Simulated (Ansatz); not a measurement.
**Geometry relaxation of C$_{24}$H$_{19}$F$_{6}$PS$_{2}$ (part 2 of 5)**

C$_{24}$H$_{19}$F$_{6}$PS$_{2}$; RKS PBE-D4/def2-SVP (Ansatz 0.2.0). The geometry: GFN2-xTB start.

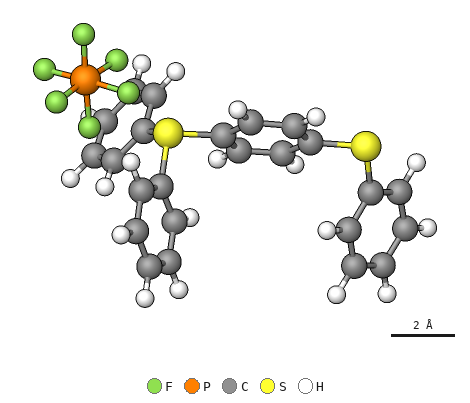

*The geometry at step 3 of the log (ball-and-stick view, seen at a tilt).*

Log, continued
```
relax step  33: F+E_penalty+E_count = -72362.83573304 eV  Δ(F+E_penalty+E_count) = -6.415e-4 eV  max|allowed force component| = 1.478e-2 eV/Å  Δτ_max = 0.0339 Å  (21 SCF iters, accepted)
Total energy: -72362.83581130 eV, -2659.2851667736 hartree
Atom 0 at     2.151445     5.176807    -1.292077 Å, force     0.009811    -0.005087     0.000953 eV/Å
Atom 1 at     3.031291     3.807961    -1.221883 Å, force    -0.014782     0.000399    -0.005778 eV/Å
Atom 2 at     3.862142     4.191914    -2.568260 Å, force    -0.004063    -0.001737     0.003417 eV/Å
Atom 3 at     1.874014     3.030275    -2.165873 Å, force     0.007798     0.006256     0.004865 eV/Å
Atom 4 at     4.147705     4.494994    -0.256114 Å, force    -0.003224    -0.002918    -0.000377 eV/Å
Atom 5 at     3.865666     2.347748    -1.134317 Å, force     0.002372     0.004138     0.002947 eV/Å
Atom 6 at     2.162049     3.332000     0.141381 Å, force     0.004803     0.000294    -0.004497 eV/Å
Atom 7 at    -6.020220    -2.389272     2.647504 Å, force    -0.004089    -0.003338     0.002762 eV/Å
Atom 8 at    -5.685951    -1.283701     3.445489 Å, force     0.005235     0.003466    -0.000689 eV/Å
Atom 9 at    -5.196103    -0.109099     2.852766 Å, force    -0.001129    -0.001609     0.006590 eV/Å
Atom 10 at    -5.046031    -0.044650     1.454821 Å, force     0.002729     0.008979    -0.006173 eV/Å
Atom 11 at    -4.481794     1.473686     0.693343 Å, force    -0.004811    -0.010951     0.000428 eV/Å
Atom 12 at    -2.770395     1.141324     0.369822 Å, force     0.003585    -0.002608     0.001991 eV/Å
Atom 13 at    -2.090580    -0.006947     0.833686 Å, force    -0.001800     0.001473    -0.002644 eV/Å
Atom 14 at    -0.734098    -0.183836     0.542202 Å, force    -0.000089    -0.000590     0.000705 eV/Å
Atom 15 at    -0.062324     0.786910    -0.218145 Å, force     0.003309     0.000031    -0.001256 eV/Å
Atom 16 at     1.665396     0.718024    -0.649822 Å, force    -0.005070    -0.002199     0.001156 eV/Å
Atom 17 at     1.782601    -0.385305    -2.058449 Å, force    -0.000477     0.001623     0.000488 eV/Å
Atom 18 at     2.856082    -0.085136    -2.916126 Å, force     0.001730    -0.000117     0.000275 eV/Å
Atom 19 at     3.029807    -0.875208    -4.061549 Å, force    -0.002788     0.001198    -0.001878 eV/Å
Atom 20 at     2.137332    -1.922201    -4.343500 Å, force     0.003299    -0.001324     0.001070 eV/Å
Atom 21 at     1.055576    -2.185606    -3.486319 Å, force    -0.000422    -0.000904    -0.000441 eV/Å
Atom 22 at     0.865283    -1.411415    -2.332297 Å, force    -0.000097     0.001301     0.000176 eV/Å
Atom 23 at     2.459286    -0.160670     0.695993 Å, force     0.001487     0.000461     0.000168 eV/Å
Atom 24 at     3.073990     0.687265     1.634721 Å, force    -0.001469     0.000484     0.001433 eV/Å
Atom 25 at     3.740782     0.100832     2.719947 Å, force     0.000105    -0.001600    -0.000866 eV/Å
Atom 26 at     3.801911    -1.296646     2.844593 Å, force     0.001914    -0.000037    -0.000766 eV/Å
Atom 27 at     3.202570    -2.124051     1.880061 Å, force    -0.002595     0.000438     0.001116 eV/Å
Atom 28 at     2.526066    -1.559543     0.788712 Å, force     0.000280     0.000204    -0.000287 eV/Å
Atom 29 at    -0.713321     1.955206    -0.662179 Å, force    -0.001891    -0.000522     0.000656 eV/Å
Atom 30 at    -2.068720     2.120317    -0.372349 Å, force    -0.000270     0.000338    -0.000506 eV/Å
Atom 31 at    -5.391298    -1.149112     0.651053 Å, force     0.000373    -0.000987     0.000414 eV/Å
Atom 32 at    -5.871086    -2.321756     1.251989 Å, force     0.000166    -0.000097    -0.003786 eV/Å
Atom 33 at    -6.404827    -3.308531     3.115006 Å, force     0.002550     0.003381    -0.001032 eV/Å
Atom 34 at    -5.806072    -1.333477     4.538630 Å, force     0.000819    -0.001313    -0.010331 eV/Å
Atom 35 at    -4.926634     0.763020     3.467131 Å, force    -0.001179    -0.005958    -0.008563 eV/Å
Atom 36 at    -2.622298    -0.759178     1.432905 Å, force     0.000299     0.000865    -0.000344 eV/Å
Atom 37 at    -0.200353    -1.064245     0.929784 Å, force    -0.000776     0.001472    -0.001171 eV/Å
Atom 38 at     3.517314     0.764546    -2.682233 Å, force    -0.001970    -0.001943    -0.000506 eV/Å
Atom 39 at     3.861852    -0.655997    -4.747173 Å, force    -0.001411    -0.000621     0.001561 eV/Å
Atom 40 at     2.276266    -2.531456    -5.249400 Å, force    -0.001356     0.001664     0.000489 eV/Å
Atom 41 at     0.347501    -2.994632    -3.720983 Å, force     0.001252     0.002025     0.000045 eV/Å
Atom 42 at     0.006034    -1.589553    -1.669345 Å, force     0.001846     0.000180    -0.001340 eV/Å
Atom 43 at     3.033999     1.778472     1.489293 Å, force     0.000255    -0.000818    -0.000560 eV/Å
Atom 44 at     4.231023     0.745972     3.464167 Å, force    -0.001091    -0.000910    -0.000991 eV/Å
Atom 45 at     4.336189    -1.748111     3.694210 Å, force    -0.001397     0.000389    -0.000041 eV/Å
Atom 46 at     3.268859    -3.218658     1.971026 Å, force     0.000465     0.000648     0.000196 eV/Å
Atom 47 at     2.078502    -2.197509     0.012636 Å, force     0.000491     0.001343     0.001243 eV/Å
Atom 48 at    -0.144748     2.716707    -1.219039 Å, force     0.000342    -0.001164    -0.000206 eV/Å
Atom 49 at    -2.589871     3.026058    -0.718163 Å, force     0.000958    -0.001282     0.000763 eV/Å
Atom 50 at    -5.281593    -1.079213    -0.441637 Å, force    -0.001521     0.001511     0.009915 eV/Å
Atom 51 at    -6.140215    -3.185314     0.624352 Å, force     0.001494     0.006075     0.009205 eV/Å
Dipole moment:    -1.412395    -2.926598     0.712593 e Å
Checks for a lower state left out: stability, starts, cluster_reference, orbital_swaps, neighbouring_geometries, increment
```

Trajectory as extended XYZ (Å, eV, eV/Å), 16 of the 33 frames kept, from step=1 to step=33
```
52
Properties=species:S:1:pos:R:3:forces:R:3 step=1 energy=-72362.10500
F     4.6831    4.3943   -1.4966    0.2334   1.1284   0.0070
P     4.3437    2.8358   -1.5042   -0.2044  -0.0802   0.1420
F     4.9637    2.6353   -2.9710    0.4684  -0.1152  -0.9575
F     2.8732    3.1364   -2.1811   -0.8375   0.2112  -0.5707
F     5.7312    2.4570   -0.7994    0.9350  -0.2312   0.4130
F     3.9302    1.2172   -1.4976   -0.2795  -1.0541  -0.0309
F     3.6220    2.9536   -0.0343   -0.3418   0.1332   0.8807
C    -5.6816   -2.9053    1.8471   -0.0923  -0.2473   0.0687
C    -6.1219   -1.9239    2.7192   -0.1500  -0.0964   0.1122
C    -5.7454   -0.6054    2.5325   -0.0711   0.1893   0.1408
C    -4.9289   -0.2720    1.4621    0.2427   0.9109  -0.1784
S    -4.5248    1.4441    1.1903   -0.2945   0.2273   0.0445
C    -2.8213    1.3446    0.7383   -0.7184   0.0461   0.2161
C    -1.9714    0.4132    1.3266    0.1675  -0.1171   0.0850
C    -0.6428    0.3548    0.9539    0.0438  -0.2024   0.1368
C    -0.1583    1.2325   -0.0053    0.5191   0.1234  -0.0666
S     1.5357    1.2162   -0.6271   -0.3117  -0.2435   0.0060
C     1.2973   -0.0536   -1.8861    0.2035   0.3800   0.2560
C     1.7008    0.2661   -3.1720    0.2241   0.3410  -0.0356
C     1.5259   -0.6628   -4.1849   -0.0431  -0.0121  -0.0758
C     0.9443   -1.8893   -3.9108   -0.0023  -0.0928  -0.1648
C     0.5373   -2.1941   -2.6209   -0.0625  -0.1247   0.1120
C     0.7112   -1.2765   -1.5992   -0.1105  -0.0819   0.2415
C     2.3552    0.3496    0.7109   -0.1374   0.2432  -0.3027
C     2.3290    0.9707    1.9509   -0.0775   0.2654  -0.0746
C     3.0031    0.3909    3.0103   -0.0420   0.0542   0.0950
C     3.7076   -0.7879    2.8230    0.0884  -0.0897   0.1405
C     3.7504   -1.3806    1.5723    0.0435  -0.0997  -0.0197
C     3.0791   -0.8097    0.5027   -0.0031  -0.0692  -0.2870
C    -0.9918    2.1939   -0.5621    0.2922   0.1363  -0.0773
C    -2.3203    2.2528   -0.1910   -0.1356   0.0219   0.0004
C    -4.5002   -1.2478    0.5727    0.0940  -0.1163  -0.2342
C    -4.8709   -2.5642    0.7761    0.1102  -0.1105  -0.1408
H    -5.9750   -3.9333    1.9958   -0.2017  -0.7215   0.1164
H    -6.7582   -2.1827    3.5515   -0.4525  -0.1900   0.5981
H    -6.0822    0.1652    3.2084   -0.2104   0.5372   0.5168
H    -2.3498   -0.2662    2.0757   -0.2147  -0.4410   0.4787
H     0.0092   -0.3628    1.4285    0.4378  -0.4627   0.3115
H     2.1641    1.2189   -3.3666    0.4125   0.7444  -0.0982
H     1.8509   -0.4251   -5.1856    0.2268   0.1952  -0.7071
H     0.8076   -2.6115   -4.7012   -0.0901  -0.5113  -0.5596
H     0.0865   -3.1507   -2.4033   -0.3159  -0.6589   0.1503
H     0.3974   -1.5187   -0.5955   -0.2246  -0.1729   0.6366
H     1.8004    1.9027    2.0762   -0.3435   0.6583   0.1458
H     2.9897    0.8698    3.9771   -0.0234   0.3449   0.6716
H     4.2380   -1.2356    3.6495    0.3739  -0.3117   0.5781
H     4.3210   -2.2837    1.4198    0.3928  -0.6321  -0.1279
H     3.1407   -1.2460   -0.4809    0.0702  -0.3076  -0.6454
H    -0.5918    2.8836   -1.2888    0.2541   0.5602  -0.5436
H    -2.9777    2.9920   -0.6207   -0.4480   0.5182  -0.3755
H    -3.8813   -0.9789   -0.2710    0.3822   0.1621  -0.5528
H    -4.5339   -3.3229    0.0855    0.2240  -0.5385  -0.4755
52
Properties=species:S:1:pos:R:3:forces:R:3 step=3 energy=-72362.61409
F     4.7031    4.4318   -1.6024    0.0152   0.1328  -0.0279
P     4.3603    2.8484   -1.5657   -0.0500  -0.0151   0.1641
F     5.0076    2.6010   -3.0407    0.0655  -0.0230  -0.1032
F     2.8783    3.1306   -2.2864   -0.1306  -0.0124  -0.0754
F     5.7631    2.4862   -0.8304    0.1182  -0.0213   0.0241
F     3.9404    1.2022   -1.5132   -0.0690  -0.1318   0.0231
F     3.6209    3.0174   -0.0846   -0.0475  -0.0056   0.0354
C    -5.8151   -2.9351    1.8755   -0.0070   0.0265   0.0079
C    -6.2205   -1.9250    2.7632   -0.0066  -0.0033  -0.0237
C    -5.8198   -0.5941    2.5552    0.0139  -0.0207  -0.0150
C    -5.0240   -0.2712    1.4383   -0.0513  -0.0206   0.0199
S    -4.6040    1.4446    1.1550    0.0244  -0.0535  -0.0179
C    -2.8762    1.3288    0.7590    0.0698   0.0551   0.0254
C    -2.0221    0.3883    1.3815    0.0142  -0.0076  -0.0488
C    -0.6735    0.3130    1.0218   -0.0203   0.0270   0.0284
C    -0.1666    1.2058    0.0598   -0.0096   0.0380  -0.0204
S     1.5184    1.1663   -0.5880   -0.0838  -0.0578   0.0520
C     1.3186   -0.0765   -1.8843   -0.0064  -0.0202  -0.0543
C     1.7887    0.2908   -3.1562    0.0614  -0.0182  -0.0006
C     1.6229   -0.6217   -4.2117   -0.0669  -0.0134   0.0030
C     0.9990   -1.8614   -3.9929    0.0196   0.0281   0.0165
C     0.5309   -2.2049   -2.7107    0.0291   0.0315  -0.0041
C     0.6802   -1.3063   -1.6447    0.0142  -0.0173  -0.0098
C     2.3966    0.3415    0.7496    0.0721  -0.0318   0.0369
C     2.4074    1.0089    1.9860    0.0703   0.0467  -0.0240
C     3.1267    0.4450    3.0493   -0.0246  -0.0063  -0.0119
C     3.8395   -0.7522    2.8646    0.0129   0.0092  -0.0288
C     3.8555   -1.3749    1.6060   -0.0444   0.0011   0.0054
C     3.1308   -0.8308    0.5322    0.0671   0.0209   0.0203
C    -0.9855    2.1933   -0.5151   -0.0171   0.0281   0.0347
C    -2.3424    2.2475   -0.1717   -0.0161  -0.0295  -0.0160
C    -4.6370   -1.2798    0.5295   -0.0292  -0.0324   0.0035
C    -5.0208   -2.6080    0.7613    0.0083   0.0207   0.0183
H    -6.1205   -3.9795    2.0485    0.0103   0.0478  -0.0052
H    -6.8481   -2.1732    3.6344    0.0374   0.0109  -0.0315
H    -6.1173    0.1979    3.2611    0.0238  -0.0385  -0.0308
H    -2.4215   -0.2974    2.1439    0.0020   0.0174  -0.0435
H    -0.0161   -0.4227    1.5104   -0.0119   0.0399  -0.0272
H     2.2900    1.2612   -3.2990   -0.0023  -0.0431   0.0303
H     1.9881   -0.3526   -5.2155   -0.0126  -0.0161   0.0477
H     0.8720   -2.5691   -4.8281    0.0215   0.0330   0.0382
H     0.0488   -3.1800   -2.5351    0.0036   0.0569  -0.0233
H     0.3035   -1.5661   -0.6434    0.0331   0.0225  -0.0607
H     1.8814    1.9678    2.1113    0.0119  -0.0514  -0.0009
H     3.1438    0.9585    4.0244   -0.0124  -0.0364  -0.0623
H     4.4021   -1.1922    3.7037   -0.0077   0.0364  -0.0540
H     4.4484   -2.2894    1.4471   -0.0411   0.0285   0.0093
H     3.1687   -1.2940   -0.4638   -0.0098   0.0163   0.0458
H    -0.5631    2.9040   -1.2450   -0.0254  -0.0390   0.0329
H    -3.0017    2.9935   -0.6443    0.0388  -0.0405   0.0219
H    -4.0341   -1.0221   -0.3556   -0.0259  -0.0036   0.0458
H    -4.7054   -3.3943    0.0559   -0.0292   0.0355   0.0304
52
Properties=species:S:1:pos:R:3:forces:R:3 step=5 energy=-72362.63268
F     4.6549    4.4344   -1.6076   -0.0257  -0.0615  -0.0163
P     4.3345    2.8421   -1.5404    0.0387   0.0274   0.0735
F     5.0020    2.5739   -3.0085   -0.0219   0.0009   0.0484
F     2.8510    3.0889   -2.2862    0.0393  -0.0037   0.0081
F     5.7402    2.5135   -0.7856   -0.0513   0.0171  -0.0361
F     3.9356    1.1856   -1.4602    0.0220   0.0593  -0.0091
F     3.5762    3.0306   -0.0694    0.0221  -0.0030  -0.0618
C    -5.8763   -2.9276    1.9008   -0.0010   0.0129   0.0031
C    -6.2445   -1.9094    2.7934    0.0040  -0.0023   0.0010
C    -5.8245   -0.5873    2.5735    0.0071   0.0002  -0.0011
C    -5.0490   -0.2805    1.4393    0.0052  -0.0085   0.0060
S    -4.6108    1.4270    1.1378    0.0067  -0.0069  -0.0160
C    -2.8809    1.3102    0.7499    0.0025  -0.0271   0.0120
C    -2.0309    0.3610    1.3625   -0.0017  -0.0037   0.0003
C    -0.6793    0.2962    1.0159   -0.0147  -0.0025  -0.0048
C    -0.1691    1.1956    0.0632    0.0334  -0.0137  -0.0107
S     1.5146    1.1532   -0.5817   -0.0380   0.0018   0.0217
C     1.3350   -0.0793   -1.8906    0.0113   0.0005  -0.0017
C     1.8395    0.2902   -3.1483   -0.0086  -0.0117  -0.0054
C     1.6776   -0.6090   -4.2145    0.0120   0.0014   0.0075
C     1.0388   -1.8426   -4.0174   -0.0037  -0.0029   0.0040
C     0.5435   -2.1909   -2.7483   -0.0012  -0.0008  -0.0063
C     0.6823   -1.3041   -1.6727   -0.0044   0.0009  -0.0093
C     2.4111    0.3387    0.7502    0.0029  -0.0040  -0.0004
C     2.4520    1.0283    1.9722   -0.0116  -0.0016  -0.0034
C     3.1882    0.4775    3.0288    0.0098  -0.0012  -0.0038
C     3.8950   -0.7229    2.8482   -0.0050  -0.0033  -0.0082
C     3.8729   -1.3726    1.6046    0.0067   0.0035   0.0040
C     3.1332   -0.8409    0.5371   -0.0074  -0.0079   0.0154
C    -0.9860    2.1872   -0.5064   -0.0159  -0.0080  -0.0057
C    -2.3442    2.2349   -0.1715    0.0039   0.0086   0.0042
C    -4.6972   -1.2982    0.5274   -0.0043   0.0014   0.0048
C    -5.0985   -2.6178    0.7711   -0.0070  -0.0019   0.0009
H    -6.1956   -3.9650    2.0829   -0.0012   0.0129  -0.0010
H    -6.8528   -2.1449    3.6804    0.0083   0.0050  -0.0110
H    -6.0895    0.2101    3.2846    0.0062  -0.0097  -0.0111
H    -2.4372   -0.3382    2.1078    0.0018   0.0096  -0.0071
H    -0.0211   -0.4402    1.5004    0.0009   0.0032  -0.0102
H     2.3562    1.2536   -3.2710   -0.0095  -0.0119   0.0022
H     2.0648   -0.3372   -5.2080    0.0005  -0.0029   0.0140
H     0.9230   -2.5423   -4.8593    0.0008   0.0096   0.0065
H     0.0409   -3.1579   -2.5932    0.0093   0.0128  -0.0069
H     0.2858   -1.5663   -0.6817   -0.0022   0.0059  -0.0107
H     1.9259    1.9862    2.0952    0.0107  -0.0100  -0.0062
H     3.2229    1.0032    3.9950    0.0065  -0.0036  -0.0165
H     4.4815   -1.1447    3.6786   -0.0080   0.0040  -0.0136
H     4.4487   -2.2979    1.4517   -0.0052   0.0121   0.0032
H     3.1430   -1.3233   -0.4493   -0.0072   0.0016   0.0160
H    -0.5634    2.8996   -1.2325   -0.0019  -0.0069   0.0103
H    -3.0004    2.9826   -0.6420    0.0064  -0.0039   0.0050
H    -4.1061   -1.0525   -0.3677   -0.0103   0.0019   0.0091
H    -4.8138   -3.4105    0.0615   -0.0101   0.0106   0.0130
52
Properties=species:S:1:pos:R:3:forces:R:3 step=7 energy=-72362.65016
F     4.5325    4.5531   -1.5993    0.0162  -0.0991   0.0002
P     4.2979    2.9488   -1.4704   -0.0646  -0.0671  -0.1219
F     5.0384    2.6517   -2.8997   -0.0211   0.0474   0.0711
F     2.8329    3.0850   -2.2923    0.1237  -0.0068   0.1001
F     5.6887    2.7278   -0.6495   -0.1130   0.0386  -0.0392
F     3.9812    1.2765   -1.3397    0.0172   0.1123   0.0160
F     3.4674    3.1590   -0.0459    0.0134  -0.0298  -0.0055
C    -6.0324   -2.8889    2.0078    0.0076   0.0686   0.0222
C    -6.2771   -1.8474    2.9191    0.0143  -0.0557  -0.0602
C    -5.8001   -0.5522    2.6590    0.0154   0.0028  -0.0158
C    -5.0914   -0.2963    1.4689    0.0042  -0.0556  -0.0259
S    -4.6100    1.3865    1.1072    0.0035  -0.0110  -0.0062
C    -2.8864    1.2327    0.7115   -0.0444   0.0043   0.0286
C    -2.0485    0.2528    1.2900   -0.0287  -0.0025  -0.0001
C    -0.6959    0.1936    0.9479    0.0369   0.0135  -0.0183
C    -0.1750    1.1215    0.0289   -0.0069  -0.0191   0.0098
S     1.5131    1.1066   -0.5893   -0.0047   0.0243  -0.0273
C     1.3853   -0.1034   -1.9257    0.0147   0.0017  -0.0227
C     1.9859    0.2633   -3.1432   -0.0147  -0.0098   0.0796
C     1.8715   -0.6189   -4.2286   -0.0300  -0.0198  -0.0026
C     1.1753   -1.8298   -4.0929   -0.0052   0.0081   0.0466
C     0.5787   -2.1740   -2.8658    0.0267  -0.0011  -0.0572
C     0.6734   -1.3060   -1.7709    0.0207   0.0332   0.0111
C     2.4103    0.2990    0.7448    0.0193   0.0266   0.0214
C     2.5403    1.0553    1.9222    0.0169  -0.0042  -0.0481
C     3.3164    0.5393    2.9677   -0.0020  -0.0016   0.0121
C     3.9677   -0.6960    2.8192   -0.0157  -0.0606  -0.0835
C     3.8450   -1.4218    1.6212    0.0100   0.0432   0.1112
C     3.0647   -0.9262    0.5665   -0.0090   0.0565  -0.0167
C    -0.9840    2.1356   -0.5110    0.0099   0.0003  -0.0141
C    -2.3401    2.1839   -0.1765    0.0058  -0.0025  -0.0096
C    -4.8574   -1.3383    0.5434   -0.0169   0.0654   0.0459
C    -5.3167   -2.6316    0.8238   -0.0089  -0.0120   0.0356
H    -6.4013   -3.9045    2.2165   -0.0022   0.0071   0.0107
H    -6.8365   -2.0423    3.8474    0.0138  -0.0100  -0.0189
H    -5.9719    0.2646    3.3783    0.0122  -0.0387  -0.0434
H    -2.4644   -0.4671    2.0086   -0.0009  -0.0128   0.0145
H    -0.0392   -0.5580    1.4095    0.0028  -0.0240   0.0134
H     2.5297    1.2158   -3.2205    0.0080  -0.0019  -0.0008
H     2.3325   -0.3469   -5.1904   -0.0035  -0.0114   0.0241
H     1.0906   -2.5124   -4.9513    0.0010  -0.0192  -0.0118
H     0.0318   -3.1232   -2.7601   -0.0002   0.0085  -0.0099
H     0.1943   -1.5619   -0.8145    0.0120   0.0055  -0.0382
H     2.0722    2.0465    2.0108    0.0002  -0.0219  -0.0293
H     3.4331    1.1235    3.8951   -0.0102  -0.0442  -0.0640
H     4.5910   -1.0858    3.6374    0.0063  -0.0196  -0.0062
H     4.3758   -2.3766    1.4925    0.0050  -0.0059   0.0213
H     2.9986   -1.4671   -0.3887   -0.0041   0.0237   0.0528
H    -0.5538    2.8701   -1.2085    0.0161   0.0141  -0.0144
H    -2.9863    2.9554   -0.6195   -0.0182   0.0149  -0.0039
H    -4.3193   -1.1275   -0.3937   -0.0122   0.0032   0.0244
H    -5.1286   -3.4441    0.1026   -0.0164   0.0439   0.0427
```
